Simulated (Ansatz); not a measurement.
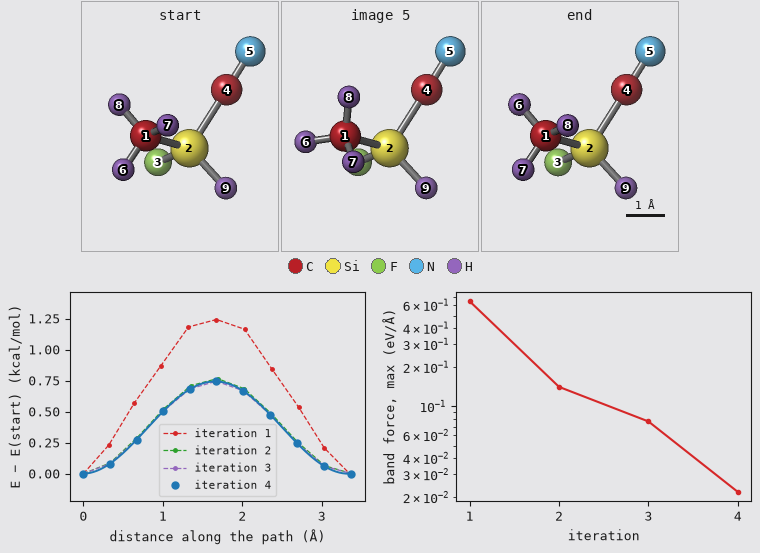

A search for the minimum-energy path of C2H4FNSi by the nudged elastic band. Images are numbered from 0 (start) to 10 (end). The plot follows the band through its iterations. Style: ball-and-stick. Shown from a free direction.

Level of theory: RKS revPBE-D4/STO-3G (Ansatz 0.2.0).

The input:
```yaml
crystal:
  periodic: [false, false, false]
  atoms:
    - { symbol: C, position_ang: [-0.726958, -1.028324, -0.137599] }
    - { symbol: Si, position_ang: [0.681621, 0.127432, 0.349263] }
    - { symbol: F, position_ang: [2.11941, -0.349867, -0.310507] }
    - { symbol: C, position_ang: [0.277397, 1.830942, -0.295503] }
    - { symbol: "N", position_ang: [0.012856, 2.931656, -0.7259] }
    - { symbol: H, position_ang: [-0.54846, -2.051609, 0.239324] }
    - { symbol: H, position_ang: [-1.679778, -0.668695, 0.290887] }
    - { symbol: H, position_ang: [-0.845321, -1.081891, -1.234348] }
    - { symbol: H, position_ang: [0.797732, 0.244155, 1.807282] }
basis:
  gaussian: { orbitals: STO-3G }
hamiltonian:
  xc: revpbe
  dispersion: d4
neb:
  order_check: false
  images: 9
  f_tol: 0.05
  max_iterations: 60
  initial_path: idpp
  final_atoms:
    - { symbol: C, position_ang: [-0.73267813, -1.02615754, -0.12792981] }
    - { symbol: Si, position_ang: [0.60998682, 0.16732566, 0.44676633] }
    - { symbol: F, position_ang: [2.12322909, -0.42380901, 0.14420656] }
    - { symbol: C, position_ang: [0.40560908, 1.7642531, -0.49666748] }
    - { symbol: "N", position_ang: [0.27230352, 2.79417685, -1.1198108] }
    - { symbol: H, position_ang: [-0.65313202, -1.23366913, -1.20960985] }
    - { symbol: H, position_ang: [-0.66566829, -1.9873988, 0.41273857] }
    - { symbol: H, position_ang: [-1.73200369, -0.59590354, 0.06413604] }
    - { symbol: H, position_ang: [0.46085261, 0.49498143, 1.86906944] }
```

Run as
```bash
ansatz run input.yaml --threads 1 --pin off --max-ram 2048MiB --backend cpu --events-out ev --progress --plain --runs-dir out
```

Did the band converge, and can the barrier be trusted?

Answer. The result is final at these settings. The band converged in 4 iterations. The largest component of the band force went from 0.64 to 0.022 eV/Å. The climbing image converged on the top of the path. Its vibrational analysis gives one imaginary mode (116i cm⁻¹), as a transition state must have. The first iteration put the highest image at 1.24 kcal/mol. The two ends have the same energy, and the highest point, image 5, lies 0.74 kcal/mol above the start.

Limits of the set-up: STO-3G is a minimal basis, so the numbers are rough.

The run took 67 s on 1 thread of Intel(R) Xeon(R) Processor @ 2.70GHz, on a shared host, peak memory 0.1 GiB.
